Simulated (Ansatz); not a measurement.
A series of calculations on C₂H₄F₂OSi

Part 1: Relaxation

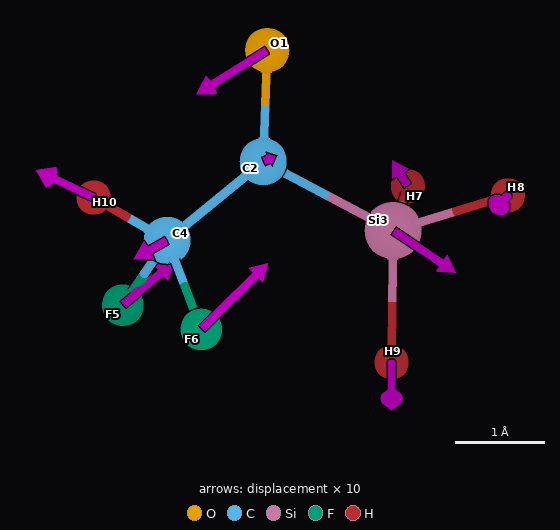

A relaxation of C2H4F2OSi. The starting structure is drawn; purple arrows show the displacements, magnified 10 times. The two geometries are superimposed by the best rigid fit.

A ball-and-stick model, seen at a tilt.

The run prepares an end point of a later path (torsion) calculation, from a guessed geometry.

Method: RKS LDA/6-31G* in Ansatz 0.2.0.

Input
```yaml
crystal:
  periodic: [false, false, false]
  atoms:
    - { symbol: O, position_ang: [1.7858, -0.1641, -0.967] }
    - { symbol: C, position_ang: [0.6342, 0.0485, -0.462] }
    - { symbol: Si, position_ang: [0.0808, -1.094, 0.9029] }
    - { symbol: C, position_ang: [-0.2672, 1.1328, -0.8357] }
    - { symbol: F, position_ang: [-1.549, 0.6049, -1.2127] }
    - { symbol: F, position_ang: [-0.5845, 1.9921, 0.1991] }
    - { symbol: H, position_ang: [-0.0762, -2.4836, 0.4317] }
    - { symbol: H, position_ang: [1.1665, -1.1452, 1.9991] }
    - { symbol: H, position_ang: [-1.1561, -0.6486, 1.5962] }
    - { symbol: H, position_ang: [0.0488, 1.7062, -1.6487] }
basis:
  gaussian: { orbitals: "6-31G*" }
hamiltonian:
  xc: lda
relax:
  f_tol: 0.015
  max_steps: 40
```

Launched with:
```bash
ansatz run input.yaml --threads 2 --pin off --max-ram 3072MiB --backend cpu --events-out ev --progress --plain --runs-dir out
```

Question: What did the optimiser do to the structure, and how much energy did it gain?

Answer: The energy falls by 0.584 eV in 6 accepted moves (7 points after the start). The largest force component goes from 4 to 0.013 eV/Å. The line search rejected the trial step at point 3 of the run. F6 moves most after the best rigid fit: 0.11 Å. Largest moves by element: F 0.11 Å, O 0.10 Å, Si 0.09 Å, H 0.09 Å, C 0.05 Å. Some distances before and after: C4–F5 1.437 → 1.354 Å, C2–Si3 1.864 → 1.931 Å, C4–H10 1.044 → 1.109 Å, O1–C2 1.275 → 1.215 Å. Bond angles that change, for instance: C2–C4–F6 114.3° → 107.3°, C2–Si3–H7 112.0° → 106.0°, F5–C4–F6 102.7° → 108.4°.

Part 2: Relaxation

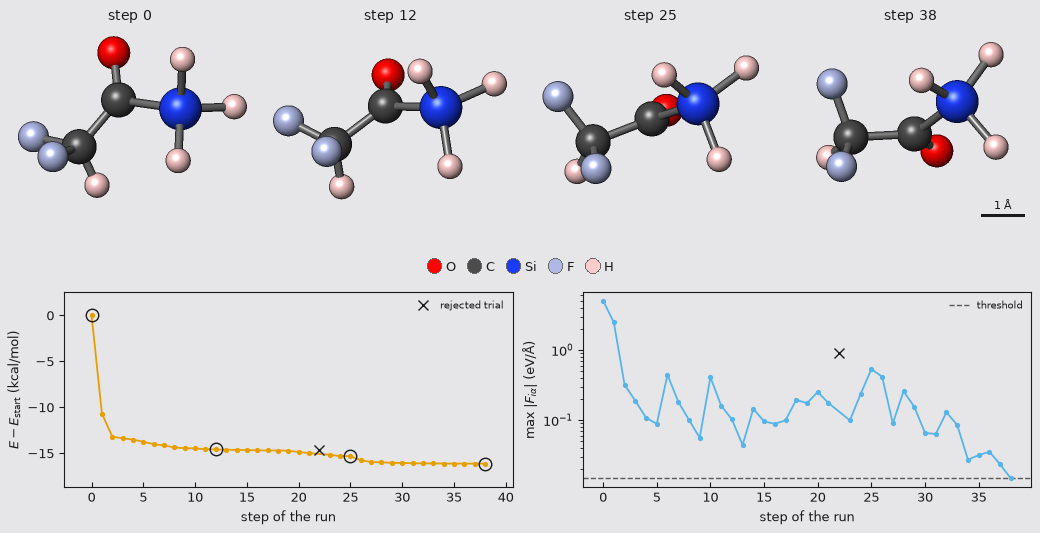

Frames of a relaxation of C2H4F2OSi, marked on the history of the run. Style: ball-and-stick. Shown at a tilt.

The run prepares an end point of a later path (torsion) calculation, from a guessed geometry.

These are results of RKS LDA/6-31G* in Ansatz, not measurements. Set-up: no spin polarisation; force threshold 0.015 eV/Å; at most 40 steps.

> What happens along the run?

The largest move after the best rigid fit is that of the O atom, 2.62 Å. Largest moves by element: O 2.62 Å, F 1.70 Å, H 1.42 Å, C 0.92 Å, Si 0.22 Å. Among the contacts that change: C–F 1.437 → 1.354 Å, C–Si 1.864 → 1.931 Å, C–H 1.044 → 1.110 Å, C–O 1.275 → 1.215 Å. Bond angles that change, for instance: C–Si–H 113.9° → 106.0°, C–C–F 114.3° → 107.1°, C–Si–H 112.0° → 106.1°. Groups turn about C–Si by about 125°, C–C by about 120°. The energy falls by 16.1 kcal/mol in 37 accepted moves (38 points after the start). Largest force component: 5 eV/Å at the start, 0.015 eV/Å at the end. The line search rejected the trial step at point 22 of the run. From step 0 to 12: the O atom moves most (0.84 Å), energy −14.6 kcal/mol. From step 12 to 25: the O atom moves most (0.94 Å), energy −0.74 kcal/mol. From step 25 to 38: the O atom moves most (0.78 Å), energy −0.81 kcal/mol.

Part 3: Path

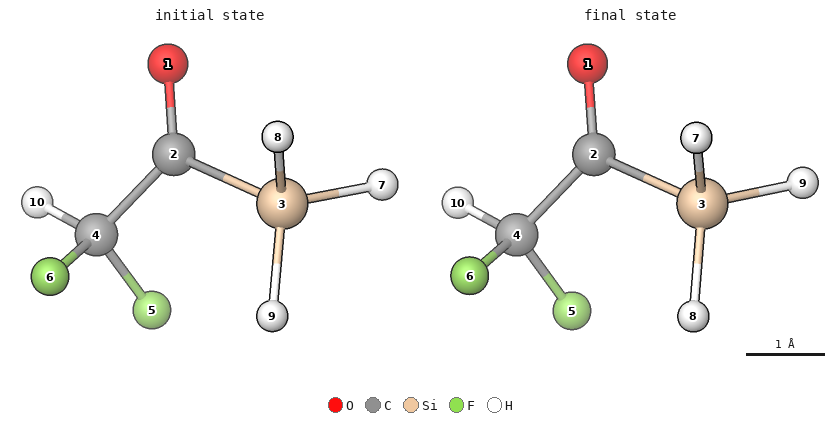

The two relaxed end points of a path for C₂H₄F₂OSi. The picture is a ball-and-stick view, seen from a free direction.

Theory: RKS LDA/6-31G* in Ansatz 0.2.0.

Run with 9 movable images; climbing image; force threshold 0.05 eV/Å; iteration limit 60.

Start:
```xyz
10

O     1.7067   -0.1296   -1.0175
C     0.6445    0.0370   -0.4527
Si    0.0644   -1.1101    0.9889
C    -0.3023    1.1525   -0.8605
F    -1.4819    0.5709   -1.1831
F    -0.4949    1.9343    0.2272
H    -0.0557   -2.4829    0.4007
H     1.1645   -1.0929    2.0051
H    -1.2337   -0.6902    1.6048
H     0.0717    1.7599   -1.7101
```

End:
```xyz
10

O     0.8154   -0.7097   -1.6699
C     0.3126   -0.1819   -0.6984
Si    0.0179   -1.1448    0.9495
C    -0.1220    1.2731   -0.7250
F    -1.4355    1.3040   -0.3960
F     0.5758    1.9148    0.2418
H     1.3473   -1.7104    1.3448
H    -0.5457   -0.2987    2.0485
H    -0.9225   -2.2619    0.6141
H     0.0399    1.7645   -1.7067
```

Question: What barrier does the band find between them, and by what path?

Answer: The barrier is about 0.044 eV in both directions, with image 4 at the top; the ends have the same energy. The motion is a rotation about the C2–C4 bond, with a turn of about 120° about C2–Si3. No bond forms or breaks between the ends. Bond angles that change up to the highest image, for instance: C2–Si3–H9 113.6° → 107.7°, C2–Si3–H8 106.2° → 111.9°. The band is converged. At the top, the vibrational analysis gives one imaginary mode (104i cm⁻¹), as a transition state must have.

Energies of the converged images:

| image | path (Å) | E (eV) |
| --- | --- | --- |
| 0 | 0.00 | 0.000 |
| 1 | 0.62 | 0.001 |
| 2 | 1.24 | 0.010 |
| 3 | 1.85 | 0.030 |
| 4 | 2.47 | 0.044 |
| 5 | 2.82 | 0.035 |
| 6 | 3.16 | 0.023 |
| 7 | 3.51 | 0.010 |
| 8 | 3.85 | 0.003 |
| 9 | 4.20 | 0.001 |
| 10 | 4.54 | 0.000 |

The geometry at the top of the path:

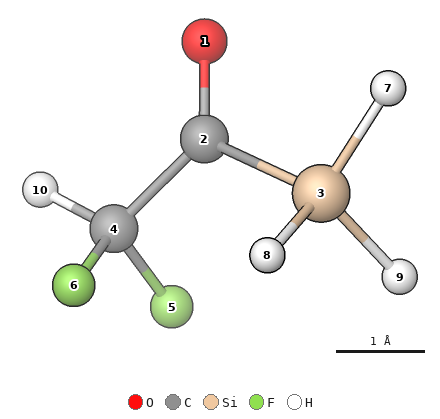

The run took 4.9 min on 2 threads of Arm Neoverse V1, with other jobs on the host, peak memory 0.14 GiB.
